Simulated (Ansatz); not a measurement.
## Relaxing a frame of liquid Na2CO3 from 1100 K (174 atoms)

How does a frame of liquid Na2CO3 from 1100 K (174 atoms) relax, and what do bonds, charges and levels look like afterwards?

Main program and level: Ansatz 0.2.0; Kohn-Sham DFT, PBEsol, PAW (set soft_2), plane waves.

## Step 1: The starting structure

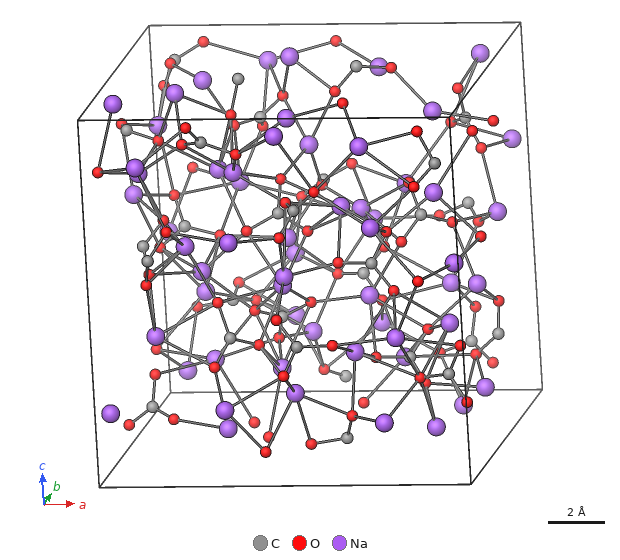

The starting structure, seen slightly off an axis (carbon grey, oxygen red, sodium purple). Bonds to atoms that aren't drawn are left out. Some periodic images of atoms are drawn too.

The cell holds 174 atoms: 29 C, 87 O and 58 Na. Cell: a = 13.697 Å, b = 13.697 Å, c = 13.697 Å, α = 90.0°, β = 90.0°, γ = 90.0°. 58 Na+, 29 CO3 2- placed at random, at 1.99 g/cm³; overlaps pushed apart, then 10 ps at 1500 K with harmonic planar carbonate ions with charges +1 on C and -1 on O; Joung-Cheatham ions (J. Phys. Chem. B 112, 9020 (2008)); charges of ions scaled by 0.8. Snapshot after 20 ps at 1100 K and fixed volume. The starting density is a measured one.

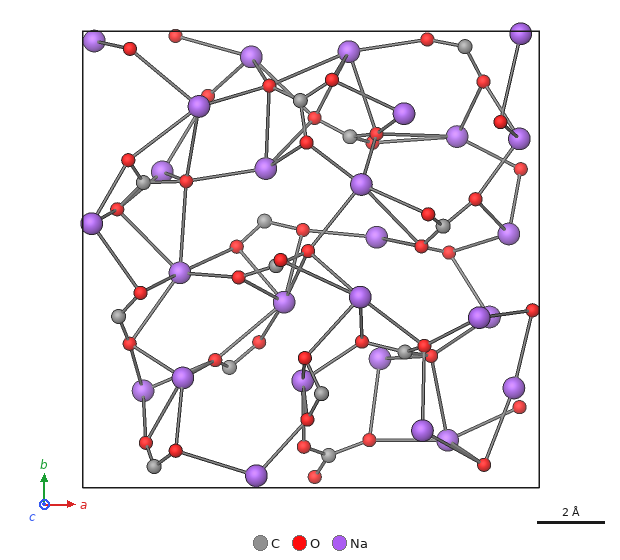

A slice 6 Å thick through the middle of the cell.

What the set-up can't give: The starting topology of bonds comes from the classical model. Only the Γ point is sampled, in a cell whose shortest periodic width is 14 Å.

## Step 2: Single point at the start

A single point comes first, to see the forces before anything moves.

File input.yaml:

```yaml
crystal:
  lattice:
    - [13.69749, 0.0, 0.0]
    - [0.0, 13.69749, 0.0]
    - [0.0, 0.0, 13.69749]
  atoms:
    - { symbol: C, position: [0.2825, 0.21528, 0.88177] }
    - { symbol: O, position: [0.21869, 0.27806, 0.86024] }
    - { symbol: O, position: [0.25829, 0.14643, 0.93942] }
    - { symbol: O, position: [0.37326, 0.2223, 0.84658] }
    - { symbol: C, position: [0.70584, 0.29679, 0.52816] }
    - { symbol: O, position: [0.76314, 0.28848, 0.45488] }
    - { symbol: O, position: [0.74821, 0.31032, 0.60997] }
    - { symbol: O, position: [0.61168, 0.31981, 0.52471] }
    - { symbol: C, position: [0.33426, 0.50231, 0.98039] }
    - { symbol: O, position: [0.3749, 0.43167, 0.02285] }
    - { symbol: O, position: [0.31194, 0.48636, 0.88638] }
    - { symbol: O, position: [0.30862, 0.57478, 0.02605] }
    - { symbol: C, position: [0.47647, 0.84791, 0.61569] }
    - { symbol: O, position: [0.49021, 0.75583, 0.62483] }
    - { symbol: O, position: [0.40853, 0.88036, 0.56149] }
    - { symbol: O, position: [0.54597, 0.89331, 0.64668] }
    - { symbol: C, position: [0.96063, 0.66217, 0.23973] }
    - { symbol: O, position: [0.04564, 0.6304, 0.21346] }
    - { symbol: O, position: [0.95947, 0.69742, 0.31994] }
    - { symbol: O, position: [0.89294, 0.68188, 0.17953] }
    - { symbol: C, position: [0.07845, 0.37486, 0.55929] }
    - { symbol: O, position: [0.10282, 0.31506, 0.49767] }
    - { symbol: O, position: [0.12658, 0.42649, 0.61603] }
    - { symbol: O, position: [0.98531, 0.38837, 0.57522] }
    - { symbol: C, position: [0.42351, 0.48608, 0.618] }
    - { symbol: O, position: [0.49353, 0.51802, 0.56039] }
    - { symbol: O, position: [0.3415, 0.46054, 0.57652] }
    - { symbol: O, position: [0.43351, 0.49846, 0.70781] }
    - { symbol: C, position: [0.61558, 0.28648, 0.05588] }
    - { symbol: O, position: [0.52172, 0.26757, 0.04517] }
    - { symbol: O, position: [0.64439, 0.22872, 0.13076] }
    - { symbol: O, position: [0.65722, 0.28096, 0.96863] }
    [... 136 atom lines left out ...]
    - { symbol: Na, position: [0.95949, 0.99422, 0.6847] }
    - { symbol: Na, position: [0.48184, 0.23383, 0.50985] }
    - { symbol: Na, position: [0.18087, 0.4082, 0.96669] }
    - { symbol: Na, position: [0.70376, 0.81901, 0.61055] }
    - { symbol: Na, position: [0.75911, 0.08534, 0.14745] }
    - { symbol: Na, position: [0.40102, 0.69883, 0.4965] }
kpoints:
  mp_grid: { grid: [1, 1, 1] }
hamiltonian:
  xc: pbesol
scf:
  occupations: { method: fixed }
output:
  forces: true
  stress: true
  populations: true
  dos:
    method: { smearing: { sigma: 0.15 } }
    de: 0.1
    projected: { site_lists: { C: [C], Na: [Na], O: [O] } }
  eigenvalues: true
```

Launch:

```
ansatz run input.yaml --threads 4 --pin off --max-ram 8192MiB --backend cpu --events-out ev --progress --plain --runs-dir out
```

Numbers of over 12 decimals in the logs are rounded to 6 here.

Log:

```text
Engine: ansatz 0.2.0, x86_64-unknown-linux-gnu
Pseudopotentials: kind: paw
Pseudopotential: C, paw, valence charge 4, recommended cutoff 420 eV (normal), C.paw.azcp
Pseudopotential: O, paw, valence charge 6, recommended cutoff 420 eV (normal), O.paw.azcp
Pseudopotential: Na, paw, valence charge 9, recommended cutoff 420 eV (normal), Na.paw.azcp
Functional definition: PBEsol
  exchange = pbesol_x
  correlation = pbesol_c
Crystal: 174 atoms, lattice volume = 2569.940 Å³
Basis set: ecut = 420 eV, 50181 PW (Γ), exchange–correlation on 192×192×192 points (8 copies of the dense FFT grid, shifted against one another)
Bands: 754, of which v1, the nominal top of the filled ones, is band 580 counted from 1 (579 counted from 0)
Symmetry: 1 space group operations
Space group: P1 (ITA 1), of the structure as read, at distance tolerance 1.4e-4 Å
k-points: 1
Non-local potential: C, projectors of the file, l = 0: 2, l = 1: 2, l = 2: 1
Non-local potential: O, projectors of the file, l = 0: 2, l = 1: 2, l = 2: 1
Non-local potential: Na, projectors of the file, l = 0: 3, l = 1: 2, l = 2: 1
PAW form: soft (Blöchl's): semilocal exchange-correlation on the pseudo side does not see the compensation charge
PAW frozen core: C, regenerated for the run's functional, and the local potential with it (the file was generated under x = pbe(κ = 0.804, μ = 0.219515), c = pbe(β = 0.066725))
PAW frozen core: O, regenerated for the run's functional, and the local potential with it (the file was generated under x = pbe(κ = 0.804, μ = 0.219515), c = pbe(β = 0.066725))
PAW frozen core: Na, regenerated for the run's functional, and the local potential with it (the file was generated under x = pbe(κ = 0.804, μ = 0.219515), c = pbe(β = 0.066725))
PAW one-centre angular grid: C, 110 points (default); XC on 64 Gauss nodes
PAW one-centre angular grid: O, 110 points (default); XC on 64 Gauss nodes
PAW one-centre angular grid: Na, 110 points (default); XC on 64 Gauss nodes
Initial density: superposition of atomic densities (neutral atoms: chi_scale 0, normalization atom), corrected by the library's trained network
Initial wavefunctions: pseudopotential atomic-orbital guess
Functional: x = pbesol(κ = 0.804, μ = 0.123457), c = pbesol(β = 0.046)
SCF iter   1: F=—  HF=-141586.338938 eV  |F-HF|=—  |Δ(HF+E_count)|=         —  Δρ=7.65e-3  dr2=1.27e0  ethr=1.77e-3  ⟨swp⟩=5.0  Hψ=2525  notcnv=0  defer=172
preconditioner: auto → Resta (q_TF=auto, 2.390 Å⁻¹)  ε∞=2.4  [insulator: Δε(μ)=1.363 eV  Ē_g=19.912 eV  n_scr=618 (ndim 8)  ℏωp=23.7 eV  f_vac=0.258  ε∞_Penn≈2.4]
SCF iter   2: F=—  HF=-141586.024419 eV  |F-HF|=—  |Δ(HF+E_count)|=   3.15e-1  Δρ=2.07e-3  dr2=1.63e-1  ethr=1.09e-4  ⟨swp⟩=2.0  Hψ=1189  notcnv=0  defer=172
SCF iter   3: F=—  HF=-141586.018948 eV  |F-HF|=—  |Δ(HF+E_count)|=   5.47e-3  Δρ=9.63e-4  dr2=5.48e-2  ethr=1.41e-5  ⟨swp⟩=3.0  Hψ=1082  notcnv=0  defer=172
SCF iter   4: F=—  HF=-141586.027544 eV  |F-HF|=—  |Δ(HF+E_count)|=   8.60e-3  Δρ=5.99e-4  dr2=1.21e-2  ethr=4.72e-6  ⟨swp⟩=3.0  Hψ=1106  notcnv=0  defer=172
SCF iter   5: F=—  HF=-141586.029770 eV  |F-HF|=—  |Δ(HF+E_count)|=   2.23e-3  Δρ=3.50e-4  dr2=3.13e-3  ethr=1.05e-6  ⟨swp⟩=3.0  Hψ=1194  notcnv=0  defer=172
SCF iter   6: F=—  HF=-141586.030406 eV  |F-HF|=—  |Δ(HF+E_count)|=   6.36e-4  Δρ=9.89e-5  dr2=2.90e-4  ethr=2.70e-7  ⟨swp⟩=3.0  Hψ=910  notcnv=0  defer=172
SCF iter   7: F=—  HF=-141586.030792 eV  |F-HF|=—  |Δ(HF+E_count)|=   3.85e-4  Δρ=7.79e-5  dr2=1.51e-4  ethr=2.50e-8  ⟨swp⟩=3.0  Hψ=1244  notcnv=0  defer=172
SCF iter   8: F=—  HF=-141586.030826 eV  |F-HF|=—  |Δ(HF+E_count)|=   3.41e-5  Δρ=1.78e-5  dr2=1.07e-5  ethr=1.30e-8  ⟨swp⟩=3.0  Hψ=1032  notcnv=0  defer=170
SCF iter   9: F=—  HF=-141586.031837 eV  |F-HF|=—  |Δ(HF+E_count)|=   1.01e-3  Δρ=1.26e-5  dr2=3.98e-6  ethr=9.19e-10  ⟨swp⟩=3.0  Hψ=1290  notcnv=0  defer=170
SCF iter  10: F=—  HF=-141586.031840 eV  |F-HF|=—  |Δ(HF+E_count)|=   3.05e-6  Δρ=5.03e-6  dr2=6.66e-7  ethr=3.43e-10  ⟨swp⟩=3.0  Hψ=1222  notcnv=0  defer=170
SCF iter  11: F=—  HF=-141586.031840 eV  |F-HF|=—  |Δ(HF+E_count)|=   7.60e-7  Δρ=2.04e-6  dr2=1.13e-7  ethr=5.74e-11  ⟨swp⟩=3.0  Hψ=1254  notcnv=0  defer=171
SCF iter  12: F=-141586.031841 eV  HF=-141586.031841 eV  |F-HF|=2.21e-8  |Δ(HF+E_count)|=   1.08e-7  Δρ=9.23e-7  dr2=2.18e-8  ethr=8.62e-12  ⟨swp⟩=13.0  Hψ=4158  notcnv=0
SCF 1 converged in 12 iterations: F = -141586.031841 eV  dr2 = 2.18e-8
  greatest PAW one-centre occupation: 0.999 electrons in one spin orbital (limit 2), on the Na atom at site 169 (counted from 0), in its partial waves of l = 0
SCF converged after 12 iterations
Free energy (F): -141586.031841 eV
Harris-Foulkes:  -141586.031841 eV  (|F-HF|=2.21e-8)
Internal energy: -141586.031841 eV  (E = F + TS)
E sigma→0 (E₀):  -141586.031841 eV
Fermi energy:    3.480631 eV
--- Per-component energies (eV) ---
  E_band       = -16390.164435
  E_kinetic    = 25027.878246
  E_local      = -131187.772069  (includes V_loc(G=0)·N_el)
  E_nonlocal   = 11764.732812
  E_hartree    = 48176.003132
  E_xc         = -9945.012332
  E_vxc        = -12722.776467  (∫ρ·V_xc dr)
  E_paw        = -30770.813515  (= ΣΔE_a)
  E_vpaw       = -5624.443079  (= ΣTr[D̂ρ^β])
  E_aug_tail   = 0.215898  (compensation charges beyond the density's cutoff)
  E_ewald      = -54658.118215
  E_core_change = 6.854201  (= ΣΔE_core)
  E_smearing   = -0.000000  (= −TS)
  E_closure    = -0.000000  (closes the sum)
  Σ components = -141586.031841   (vs F -141586.031841, Δ=0.00e0)
--- Forces (eV/Å), atoms counted from 1 ---
  atom   1  C      2.75420032    -0.26443086    -0.49644341
  atom   2  O     -1.15073381     1.43754069    -1.02862734
  atom   3  O     -0.08290328    -1.57431031     0.85892950
  atom   4  O     -2.00441432    -0.19878838     1.07739539
  atom   5  C     -0.43376291     3.16487068    -0.80091270
  atom   6  O     -0.62163169    -1.17791077    -1.55823755
  atom   7  O      0.58268596    -1.09605672     2.73794248
  atom   8  O      1.34037784    -1.10887194    -1.32965083
  atom   9  C      0.08597652    -3.83162454    -4.19811128
  atom  10  O      1.12420754    -1.50795753     1.79236602
  atom  11  O      0.35834253     1.35399047     1.07753565
  atom  12  O     -1.86436583     4.48199110     2.00891143
  atom  13  C      0.79319571    -2.12053317    -1.28951782
  atom  14  O     -1.90724592    -3.53395040     0.14411793
[...]
atom 173  Na     0.37420834     0.56705649     0.25835563
  atom 174  Na     0.04887312    -0.34826378    -0.18453526
  max |Σ_I F_I| component: 1.06e-4 eV/Å
--- Stress (GPa, compression-positive) ---
        3.741363       0.710402       0.786994
        0.710402       5.009283       2.232620
        0.786993       2.232620       4.679525
  P = ⅓ Tr σ = 4.4767 GPa (44.767 kbar)
--- Band table (eV) ---
  k-point 0: bands = ["-49.5829", "-49.3731", "-49.3630", "-49.1194", [... 738 levels ...], "12.4915", "12.5066", "12.5449", "12.5837", "12.6192", "12.6463", "12.6991", "12.7245", "12.7414", "12.7860", "12.8171", "12.8476"]
--- Löwdin populations: 174 sites ---
  site symbol       q [e]
     0      C      3.3574
     1      O      6.6377
     2      O      6.6391
[...]
173     Na      8.2106
  spilling = 0.007069 (of n_electrons = 1160.000000)
```

Elapsed: 74 s, on 4 threads of Intel Xeon Platinum 8259CL at 2.50GHz (Skylake/Cascade Lake), shared host; peak memory 4.6 GiB; 4.5 min of CPU time.

Read from the output:

- free energy: -141586.0318 eV
- free energy per atom: -813.7128 eV/atom
- SCF cycles: 12
- pressure: 4.477 GPa
- r.m.s. force component: 2.301 eV/Å
- longest force: 12.62 eV/Å
- Fermi energy: 3.481 eV
- gap (highest filled to lowest empty level): 0.9345 eV
- spilling of the projection: 0.007069

The r.m.s. force component of 2.3 eV/Å and the pressure of 4.5 GPa set the starting point.

Neighbours are counted within 3.09 Å (O-Na), 1.73 Å (O-C).

Length of the force by element and coordination:

| element | coordination | atoms | mean length of the force (eV/Å) | spread | least | most |
| --- | --- | --- | --- | --- | --- | --- |
| C | all | 29 | 4.51 | 1.72 | 2.04 | 9.41 |
| Na | all | 58 | 0.663 | 0.295 | 0.0916 | 1.41 |
| Na | 2 | 1 | 0.445 | 0 | 0.445 | 0.445 |
| Na | 3 | 2 | 0.515 | 0.142 | 0.373 | 0.658 |
| Na | 4 | 7 | 0.719 | 0.314 | 0.218 | 1.24 |
| Na | 5 | 21 | 0.693 | 0.326 | 0.174 | 1.41 |
| Na | 6 | 19 | 0.597 | 0.266 | 0.0916 | 1.09 |
| Na | 7 | 7 | 0.757 | 0.256 | 0.253 | 1.09 |
| Na | 8 | 1 | 0.773 | 0 | 0.773 | 0.773 |
| O | all | 87 | 4.16 | 2.52 | 0.611 | 12.6 |
| O | 3 | 7 | 4.01 | 1.97 | 1.63 | 7.76 |
| O | 4 | 35 | 4.25 | 2.46 | 1.15 | 12.6 |
| O | 5 | 32 | 3.94 | 2.54 | 0.611 | 10.1 |
| O | 6 | 13 | 4.56 | 2.81 | 1.48 | 11.2 |

[end of part 1 of 3]

[Logs are printed without paths, hosts, clocks, repeated set-up lines and the standing remarks that a program may print on its own settings, such as how far it seeks lower states.]

[Hosts, paths, dates, database ids (printed as entryN), source tags and the programs' standing remarks are cut or masked in the printed files.]
